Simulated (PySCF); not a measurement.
# C2H3F3S (SMILES FC(F)(F)CS): levels of theory compared

Aim: a comparison of 6 runs (TPSSh/STO-3G, TPSSh/3-21G, TPSSh/6-31G, TPSSh/6-31G*, TPSSh/6-31G**, TPSSh/6-311G**) of C2H3F3S. The job is set up through a Python script.

The calculation is run with PySCF 2.14.0.

**1. The system as given**

C2H3F3S: 9 atoms, total charge 0, spin state singlet. SMILES: `FC(F)(F)CS`. Geometry: relaxed at PBE0-D4/def2-TZVP. This is a higher conformer, about 12 kJ/mol above the lowest found by a separate search.

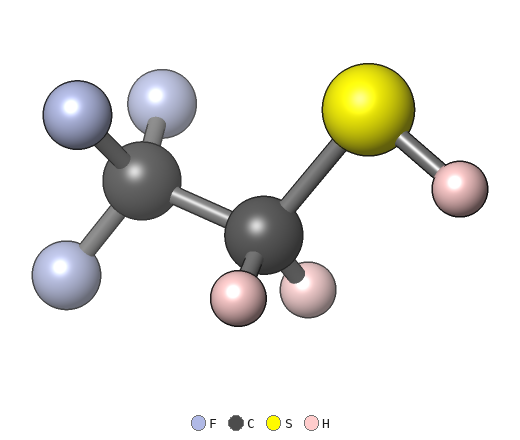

Viewed from a chosen angle; fluorine light blue, carbon dark grey, sulfur yellow, hydrogen pink.

**2. A single-point energy at TPSSh/STO-3G (run 1)**

Input file job.py:

```python
from pyscf import gto, dft

mol = gto.M(
    atom='''
F        0.194600      -1.832400       0.561900
C        0.579400      -0.853500      -0.261700
F        1.848100      -0.556500       0.031700
F        0.560600      -1.346900      -1.507900
C       -0.324500       0.351400      -0.178100
S       -0.326900       1.039100       1.499000
H       -1.323900       0.026100      -0.467000
H        0.044700       1.082500      -0.897200
H       -1.163500       2.044100       1.202300
''',
    max_memory=1860,
    spin=0,
    basis='sto-3g',
    verbose=3,
)

mf = dft.RKS(mol)
mf.xc = 'tpssh'
mf.conv_tol = 1e-10
mf.grids.level = 4
mf.kernel()
if not mf.converged:
    mf = mf.newton().run(mf.mo_coeff, mf.mo_occ)

energy = mf.e_tot
print('E = %.10f Eh' % energy)
```

The run is started by

```sh
OMP_NUM_THREADS=1 python job.py
```

Standard output:

```text
converged SCF energy = -766.085904274349
E = -766.0859042743 Eh
```

Run time: 10 s. Hardware: 1 thread of Arm Neoverse V2, shared host; peak memory 0.28 GiB.

**3. The energy at TPSSh/3-21G (run 2)**

Input file input.xyz:

```xyz
9
C2H3F3S
F      0.194600    -1.832400     0.561900
C      0.579400    -0.853500    -0.261700
F      1.848100    -0.556500     0.031700
F      0.560600    -1.346900    -1.507900
C     -0.324500     0.351400    -0.178100
S     -0.326900     1.039100     1.499000
H     -1.323900     0.026100    -0.467000
H      0.044700     1.082500    -0.897200
H     -1.163500     2.044100     1.202300
```

Input file calc.py:

```python
from pyscf import gto, dft

system = gto.M(
    atom='input.xyz',
    basis='3-21g',
    max_memory=1860,
    verbose=3,
)

mf = dft.RKS(system, xc='tpssh')
mf.grids.level = 4
mf.conv_tol = 1e-10
mf.kernel()
if not mf.converged:
    mf = mf.newton().run(mf.mo_coeff, mf.mo_occ)

etot = mf.e_tot
print('E = %.10f Eh' % etot)
```

The run is started by

```sh
OMP_NUM_THREADS=1 python calc.py
```

Standard output:

```text
converged SCF energy = -771.714731804356
E = -771.7147318044 Eh
```

Run time: 19 s. Hardware: 1 thread of Arm Neoverse V2, shared host; peak memory 0.36 GiB.

**4. A single-point energy at TPSSh/6-31G (run 3)**

Input file input.py:

```python
from pyscf import gto, dft

system = gto.Mole()
system.atom = [
    ('F', (0.194600, -1.832400, 0.561900)),
    ('C', (0.579400, -0.853500, -0.261700)),
    ('F', (1.848100, -0.556500, 0.031700)),
    ('F', (0.560600, -1.346900, -1.507900)),
    ('C', (-0.324500, 0.351400, -0.178100)),
    ('S', (-0.326900, 1.039100, 1.499000)),
    ('H', (-1.323900, 0.026100, -0.467000)),
    ('H', (0.044700, 1.082500, -0.897200)),
    ('H', (-1.163500, 2.044100, 1.202300)),
]
system.max_memory = 1860
system.spin = 0
system.basis = '6-31g'
system.charge = 0
system.verbose = 3
system.build()

calc0 = dft.RKS(system)
calc0.xc = 'tpssh'
calc0.grids.level = 4
calc0.conv_tol = 1e-10
calc0.kernel()
if not calc0.converged:
    calc0 = calc0.newton().run(calc0.mo_coeff, calc0.mo_occ)

e_final = calc0.e_tot
print('E = %.10f Eh' % e_final)
```

The run is started by

```sh
OMP_NUM_THREADS=1 python input.py
```

Standard output:

```text
converged SCF energy = -775.601514423365
E = -775.6015144234 Eh
```

Run time: 20 s. Hardware: 1 thread of Arm Neoverse V2, shared host; peak memory 0.36 GiB.

Runs 4 to 5 aren't shown in full; the table further down has their settings and results.

**5. A single-point energy at TPSSh/6-311G(d,p) (run 6)**

Input file mol.xyz:

```xyz
9

F      0.194600    -1.832400     0.561900
C      0.579400    -0.853500    -0.261700
F      1.848100    -0.556500     0.031700
F      0.560600    -1.346900    -1.507900
C     -0.324500     0.351400    -0.178100
S     -0.326900     1.039100     1.499000
H     -1.323900     0.026100    -0.467000
H      0.044700     1.082500    -0.897200
H     -1.163500     2.044100     1.202300
```

Input file input.py:

```python
from pyscf import gto, dft

molecule = gto.Mole()
molecule.atom = 'mol.xyz'
molecule.verbose = 4
molecule.charge = 0
molecule.basis = '6-311g**'
molecule.max_memory = 1860
molecule.build()

mf = dft.RKS(molecule, xc='tpssh')
mf.grids.level = 4
mf.conv_tol = 1e-10
mf.kernel()
if not mf.converged:
    mf = mf.newton().run(mf.mo_coeff, mf.mo_occ)

e_tot = mf.e_tot
print(f'total energy: {e_tot:.8f} hartree')
```

The run is started by

```sh
OMP_NUM_THREADS=1 python input.py
```

Standard output:

```text
PySCF version 2.14.0

[... 78 lines left out ...]
converged SCF energy = -775.868599048959
total energy: -775.86859905 hartree
```

It took 57 s on 1 thread of Arm Neoverse V2, shared host; peak memory 0.85 GiB.

**6. All runs side by side**

```tsv
run	level	energy (Eh)	dipole moment (D)	HOMO energy (eV)	LUMO energy (eV)	wall time
1	TPSSh/STO-3G	-766.085904	1.62	-3.08	5.51	10 s
2	TPSSh/3-21G	-771.714732	2.93	-6.69	0.39	19 s
3	TPSSh/6-31G	-775.601514	3.26	-6.76	0.22	20 s
4	TPSSh/6-31G* (spherical functions)	-775.721554	2.62	-6.55	0.09	35 s
5	TPSSh/6-31G** (spherical functions)	-775.727153	2.61	-6.55	0.10	40 s
6	TPSSh/6-311G**	-775.868599	2.75	-6.73	-0.24	57 s
```

**7. Results**

| quantity | value |
| --- | --- |
| run 6: total energy | -775.86860 Eh |
| run 6: dipole moment | 2.75 D |
| run 6: HOMO energy | -6.73 eV |
| run 6: LUMO energy | -0.24 eV |
| run 6: HOMO–LUMO gap | 6.49 eV |

The dipole moment (its size) runs from 1.62 D (TPSSh/STO-3G) to 3.26 D (TPSSh/6-31G). The HOMO–LUMO gap runs from 6.49 eV (TPSSh/6-311G**) to 8.59 eV (TPSSh/STO-3G). In run 1 the basis is minimal, so the values are rough. All runs together took 3 min, the longest 57 s.
